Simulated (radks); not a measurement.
Level of theory: Dirac Kohn-Sham, PBEsol, spin-unpolarised, spherical densities, finite nucleus. Computed with the in-house radial solver radks. The occupation of the 5p shell is varied from Cs²⁺ ([Kr] 4d10 5s2 5p5 (5p1/2: 2, 5p3/2: 3)) to Cs⁺ ([Xe]), with spherical fractional occupations. Wanted, and plotted below: the total energy less the straight line between the end points, and the eigenvalue of 5p3/2 (the dashed line is minus the energy to take the whole electron out).

The curve is convex (below the straight line), with the largest deviation among the points computed, −1.25 eV, at 0.5. The end points differ by 23.1 eV, the energy to take the electron out. The eigenvalue, which is the slope of the energy (Janak's theorem), moves from −28.2 eV at 0 to −18.2 eV at 1; for a straight line it would stay constant, and a parabola would sag by an eighth of this change, scaled to a whole electron, 1.25 eV. Convexity is the mark of the delocalisation error, which puts fractional charges too low; for p, d and f shells the spherical spreading of the fraction adds to it.

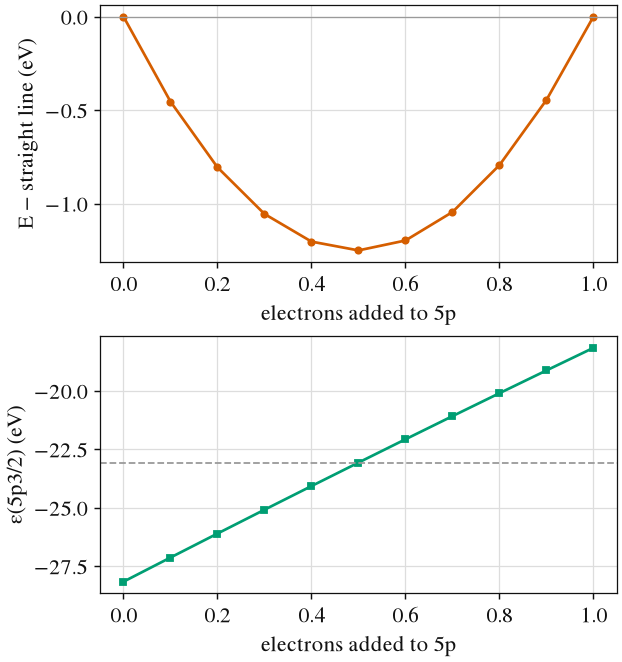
